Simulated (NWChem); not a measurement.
# HOF (hypofluorous acid): levels of theory compared

Wanted: a comparison of 6 runs (HF/STO-3G, HF/3-21G, HF/aug-cc-pVTZ, PBE/6-311+G**, PBE/aug-cc-pVDZ, r2SCAN/aug-cc-pVDZ) of HOF (hypofluorous acid). 

The results are computed with NWChem 7.3.0.

### Step 1. The molecule

HOF: 3 atoms, total charge 0, spin state singlet. As SMILES, `OF`. The coordinates come from a PBE0-D4/def2-TZVP relaxation.

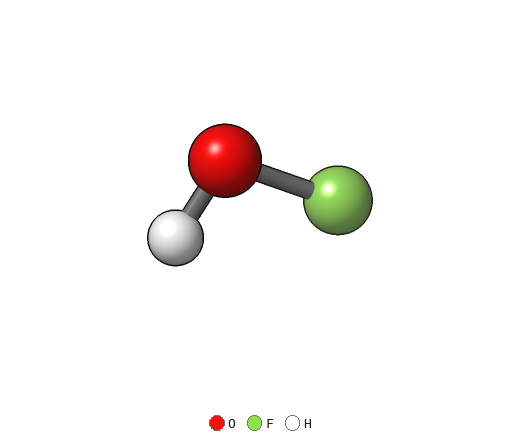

Viewed from a chosen angle; oxygen red, fluorine green, hydrogen white.

### Step 2. Energy and gradient at HF/STO-3G (run 1)

Input file mymol.xyz:

```xyz
3
FHO gradient
O      0.430590    -0.210340     0.216330
F     -0.221910     1.014620    -0.010980
H     -0.208690    -0.804280    -0.205350
```

Input file mymol.nw:

```
start mymol
title "FHO gradient"
memory total 2200 mb

geometry units angstrom noautosym nocenter noautoz
   load format xyz mymol.xyz
end

basis spherical bse
   * library STO-3G
end

scf
   thresh 1e-08
   maxiter 80
end

task scf gradient
```

Run with:

```console
$ nwchem mymol.nw > mymol.out
```

Output:

```text
[...]
  functions       =    11
[...]
  wavefunction    = RHF
[...]
         Total SCF energy =   -172.368950531885
      One-electron energy =   -309.551992640810
      Two-electron energy =    103.120338533754
 Nuclear repulsion energy =     34.062703575172
        Time for solution =      0.0s
[...]
                         RHF ENERGY GRADIENTS
    atom               coordinates                        gradient
                 x          y          z           x          y          z
   1 O       0.813697  -0.397485   0.408804    0.004780  -0.091153  -0.007449
   2 F      -0.419349   1.917354  -0.020749   -0.034027   0.058993  -0.012396
   3 H      -0.394367  -1.519869  -0.388055    0.029247   0.032160   0.019845
[...]
```

Wall time 0.66 s (1 thread of Intel Xeon 6975P-C (Granite Rapids), shared host); peak memory 0.098 GiB.

### Step 3. Energy and forces at HF/3-21G (run 2)

Input file fho.xyz:

```xyz
3

O      0.430590    -0.210340     0.216330
F     -0.221910     1.014620    -0.010980
H     -0.208690    -0.804280    -0.205350
```

Input file fho.nw:

```
start fho
memory 2200 mb
charge 0

geometry units angstrom noautosym nocenter noautoz
  load fho.xyz
end

basis spherical bse
  * library 3-21G
end

scf
  thresh 1e-08
  maxiter 80
end

task scf gradient
```

Run with:

```console
$ nwchem fho.nw > fho.out
```

Output:

```text
[...]
  functions       =    20
[...]
  wavefunction    = RHF
[...]
         Total SCF energy =   -173.799671876555
      One-electron energy =   -309.896581521253
      Two-electron energy =    102.034206069526
 Nuclear repulsion energy =     34.062703575172
        Time for solution =      0.1s
[...]
                         RHF ENERGY GRADIENTS
    atom               coordinates                        gradient
                 x          y          z           x          y          z
   1 O       0.813697  -0.397485   0.408804   -0.016327   0.023860  -0.006441
   2 F      -0.419349   1.917354  -0.020749    0.013930  -0.029228   0.004511
   3 H      -0.394367  -1.519869  -0.388055    0.002397   0.005368   0.001930
[...]
```

It took 0.7 s on 1 thread of Intel Xeon 6975P-C (Granite Rapids), shared host; peak memory 0.099 GiB.

Runs 3 to 5 aren't shown in full; the table further down has their settings and results.

### Step 4. Energy and gradient at r2SCAN/aug-cc-pVDZ (run 6)

Input file fho.nw:

```
start fho
memory stack 880 mb heap 220 mb global 1100 mb

geometry units angstroms noautosym nocenter noautoz
  O     0.430590   -0.210340    0.216330
  F    -0.221910    1.014620   -0.010980
  H    -0.208690   -0.804280   -0.205350
end

basis spherical bse
  * library aug-cc-pVDZ
end

dft
  xc r2scan
  grid xfine
  convergence energy 1e-08
  maxiter 100
  mulliken
end

task dft gradient
```

Run with:

```console
$ nwchem fho.nw > fho.out
```

Output:

```text
[...]
          Wavefunction type:  closed shell.
          No. of atoms     :     3
          No. of electrons :    18
[...]
          Charge           :     0
          Spin multiplicity:     1
[...]
          AO basis - number of functions:    55
[...]
              XC Information
              --------------
                      r^2SCAN Method XC Functional
               r^2SCAN metaGGA Exchange Functional  1.000
                     r^2SCAN Correlation Potential  1.000
[...]
 d= 0,ls=0.0,diis     1   -175.4529634946 -2.10D+02  1.07D-02  3.62D-01     1.1
[...]
 d= 0,ls=0.0,diis    10   -175.4850356515 -1.21D-09  1.12D-07  9.25D-11     8.9
         Total DFT energy =     -175.485035651509
      One electron energy =     -310.839293301714
           Coulomb energy =      120.517868688988
    Exchange-Corr. energy =      -19.226314613955
 Nuclear repulsion energy =       34.062703575172
[...]
      Total Density - Mulliken Population Analysis
     ---------------------------------------------
    Atom       Charge   Shell Charges
 -----------   ------   -------------------------------------------------------
    1 O    8     7.97   2.01  0.89  0.90  0.11  2.71  1.28  0.07  0.02 -0.01
    2 F    9     9.26   2.01  0.91  1.07  0.06  3.25  1.85  0.08  0.01  0.03
    3 H    1     0.77   0.73 -0.03 -0.00  0.07  0.00
[...]
  wavefunction    = closed shell
                         DFT ENERGY GRADIENTS
    atom               coordinates                        gradient
                 x          y          z           x          y          z
   1 O       0.813697  -0.397485   0.408804   -0.012536   0.013260  -0.005506
   2 F      -0.419349   1.917354  -0.020749    0.008872  -0.016203   0.003141
   3 H      -0.394367  -1.519869  -0.388055    0.003664   0.002943   0.002366
[...]
```

It took 12 s on 1 thread of Intel Xeon 6975P-C (Granite Rapids), shared host; peak memory 0.12 GiB.

### Step 5. Overview of the runs

```csv
run,level,iteration cap,module,energy (Eh),dipole moment (D),HOMO energy (eV),LUMO energy (eV),wall time
1,HF/STO-3G,80,scf,-172.368951,1.48,-10.69,11.78,0.66 s
2,HF/3-21G,80,scf,-173.799672,2.39,-14.13,5.86,0.7 s
3,HF/aug-cc-pVTZ,80,scf,-174.809414,–,–,–,31 s
4,PBE/6-311+G**,100,dft,-175.428230,2.03,-7.25,-3.01,5.4 s
5,PBE/aug-cc-pVDZ,100,dft,-175.400477,1.82,-7.19,-2.93,9.6 s
6,r2SCAN/aug-cc-pVDZ,100,dft,-175.485036,1.89,-7.64,-2.52,12 s
```

### Step 6. Results

```
                       quantity          value
            run 6: total energy  -175.48504 Eh
           run 6: dipole moment         1.89 D
             run 6: HOMO energy       -7.64 eV
             run 6: LUMO energy       -2.52 eV
           run 6: HOMO–LUMO gap        5.12 eV
run 6: largest force on an atom     0.980 eV/Å
```

**Reading.** Over runs 1, 2, 4, 5, 6 the dipole moment (its size) runs from 1.48 D (HF/STO-3G) to 2.39 D (HF/3-21G). Over runs 1, 2, 4, 5, 6 the HOMO–LUMO gap runs from 4.25 eV (PBE/6-311+G**) to 22.47 eV (HF/STO-3G). The two ends differ in method and basis. Totals of different functionals can't be ranked against each other. In run 1 the basis is minimal, so the values are rough. All runs together took 60 s, the longest 31 s.
